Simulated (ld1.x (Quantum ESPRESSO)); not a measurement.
**Pseudopotential generation for Rb (part 2 of 2)**

Continued. System: rubidium (Rb, Z = 37), core [Kr], reference valence 4d0 5s0 5p1, valence charge 1. Method: TM potential, PBE, scalar-relativistic, made with ld1.x (Quantum ESPRESSO) 7.5.

### Output of the test run (extracts), continued
```
     ---------------------- Testing the pseudopotential ----------------------

     Rb
     scalar relativistic calculation

     atomic number is 37.00   valence charge is  1.00
     dft =PBE   lsd =0 sic =0 latt =0  beta=0.20 tr2=1.0E-14
     mesh =1219 r(mesh) = 100.89517 xmin = -7.00 dx = 0.01250

     n l     nl             e AE (Ry)        e PS (Ry)    De AE-PS (Ry)
     3 2     4D   1( 0.50)       -0.02851       -0.02859        0.00007
     1 0     5S   1( 0.50)       -0.19432       -0.19433        0.00002
     2 1     5P   1( 0.00)       -0.08104       -0.08141        0.00037

     eps = 4.8E-15  iter = 10

     Etot =   -5962.315180 Ry,   -2981.157590 Ha,  -81121.430648 eV
     Etotps =    -8.354319 Ry,      -4.177159 Ha,    -113.666296 eV
     dEtot_ae =      -0.029640 Ry
     dEtot_ps =      -0.029428 Ry,   Delta E=      -0.000212 Ry

     Ekin =       0.187931 Ry,       0.093966 Ha,       2.556933 eV
     Encl =      -0.339190 Ry,      -0.169595 Ha,      -4.614916 eV
     Ehrt =       0.133735 Ry,       0.066867 Ha,       1.819554 eV
     Ecxc =      -8.323470 Ry,      -4.161735 Ha,    -113.246585 eV
     (Ecc =      -8.131106 Ry,      -4.065553 Ha,    -110.629334 eV)
     Epseu=      -0.013324 Ry,      -0.006662 Ha,      -0.181282 eV

     ---------------------- End of pseudopotential test ----------------------
```

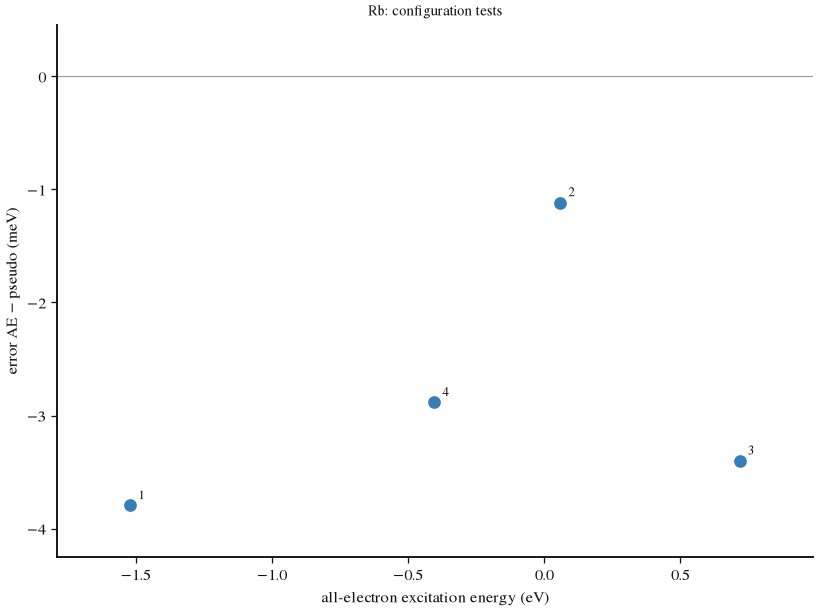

*Errors, all-electron minus pseudo, of the energies of valence configurations relative to the unpolarised reference 4d0 5s0 5p1. Points: 1 = 4d0 5s1 5p0; 2 = 4d0 5s0.5 5p0; 3 = 4d1 5s0 5p0; 4 = 4d0.5 5s0.5 5p0.*

- Worst configuration: 4d0 5s1 5p0 (neutral): the error is -3.8 meV on an all-electron energy of -1.52 eV relative to the reference, or 0.25 %.
- Configurations within 10 meV and within 50 meV: 4 and 4 of 4.

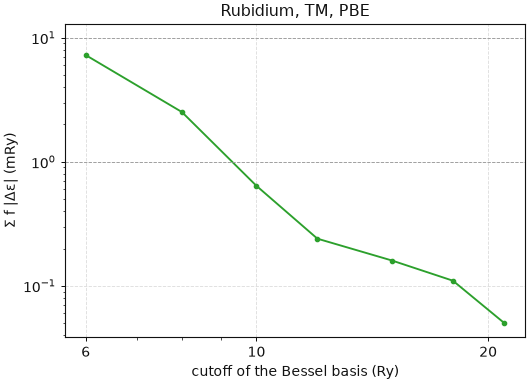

*The pseudo-atom Hamiltonian at the reference potential is diagonalised in spherical Bessel functions (20 bohr box) up to the cutoff. Curve: occupation-weighted sum of the valence levels' distances from their values at 400 Ry.*

- Cutoffs for 10 and 1 mRy in the occupation-weighted sum of levels: 6 Ry or less and 10 Ry, on the ladder of cutoffs that was run.
- Error at 15 Ry: about 0.16 mRy.

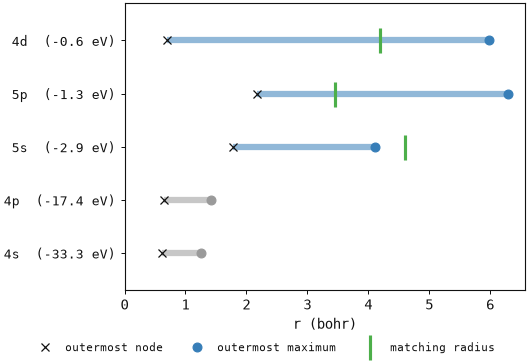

*Outer shells of the all-electron reference atom: each bar runs from the outermost node (or the nucleus) to the outermost maximum of u(r); the tick is the radius chosen for the pseudo-wave. Shells without a tick have no pseudo-wave of their own. Levels, nodes and maxima are from ld1.x, scalar-relativistic.*

- Radii against the shells: 5s: 4.60 bohr, outside the maximum; 5p: 3.45 bohr, between node and maximum; 4d: 4.20 bohr, between node and maximum.

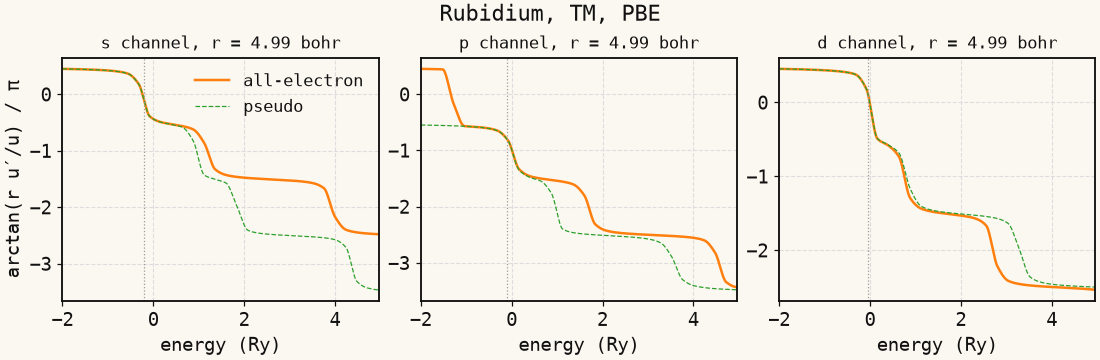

*Unwrapped phase arctan(r u′/u) in units of π against energy, all-electron (solid) and pseudo (dashed); the pseudo phase is matched to the all-electron one at the reference energy. Here u = r R(r). The dotted line marks the reference energy of the channel.*

- Poles, where the radial function vanishes at the test radius: s: all-electron at 0.2 and 2.4 Ry, pseudo at 0.2, 1.3 and 2.9 Ry; p: all-electron at -1.3, 0.6 and 3.0 Ry, pseudo at 0.5 and 1.8 Ry; d: all-electron at 0.2, 1.6 and 4.1 Ry, pseudo at 0.2 and 1.9 Ry.
- Range over which the phases agree within 0.05 rad: s: up to about 0.6 Ry; p: between about -1.2 and 0.2 Ry; d: up to about 0.5 Ry.

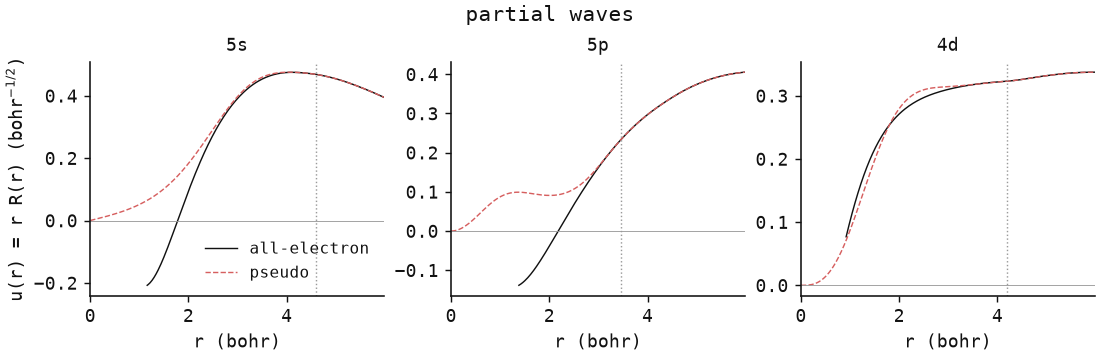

*Pseudo-waves (dashed) against the all-electron radial functions (solid). Dotted lines mark the matching radii. The innermost oscillations of some all-electron curves aren't drawn.*

Pseudo-waves: 5s has no node; 5p has no node; 4d has no node.

Outcome of the run: generated, with a spurious state above the valence levels.
